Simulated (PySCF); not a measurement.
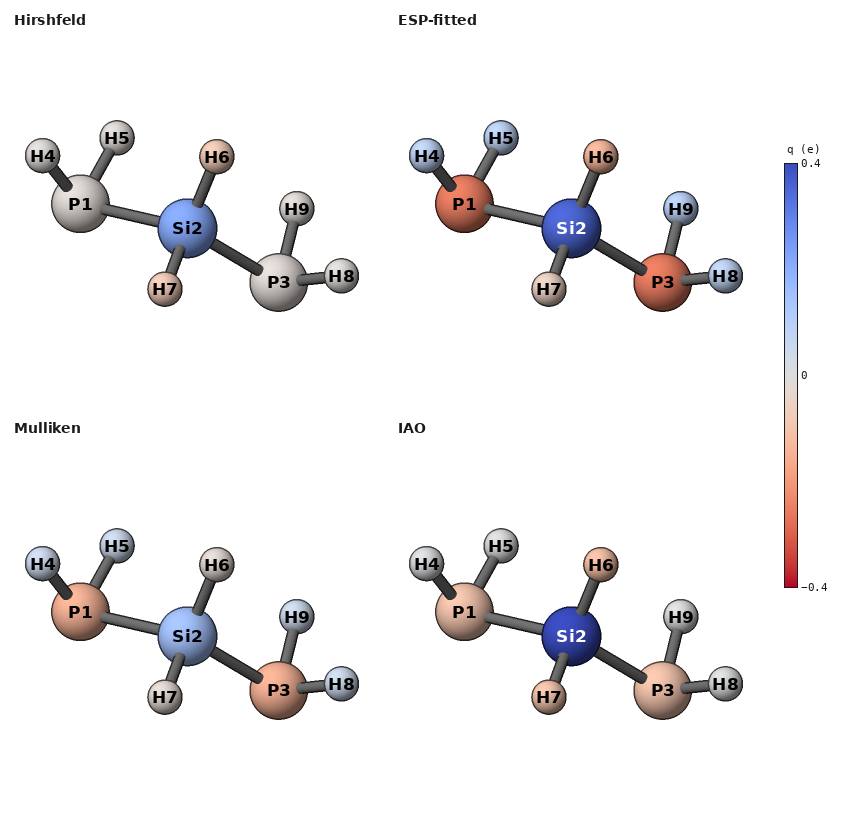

Atomic charges of one calculation by 4 schemes, on one colour scale. The geometry was computed by an optimisation with PBE0-D3(BJ)/def2-SVP. No frequency run is at hand to confirm it as a minimum. Level of theory: PBE0/cc-pVTZ (PySCF 2.14.0).

**Which scheme gives the most polar picture (largest mean size of the charges)?**

The ESP-fitted charges are the largest in size here, and the Hirshfeld charges the smallest.

**On which atom do the schemes disagree most?**

On Si2 (from 0.15 to 0.40 e).

List the charges (e), one line for each set of equivalent atoms.

| atom | Hirshfeld | ESP-fitted | Mulliken | IAO |
| --- | --- | --- | --- | --- |
| P1, P3 | −0.01 | −0.25 | −0.14 | −0.10 |
| Si2 | 0.21 | 0.35 | 0.15 | 0.40 |
| H4, H8 | −0.01 | 0.08 | 0.04 | 0.00 |
| H5, H9 | −0.01 | 0.09 | 0.05 | 0.00 |
| H6 | −0.08 | −0.13 | −0.02 | −0.11 |
| H7 | −0.07 | −0.05 | −0.02 | −0.10 |
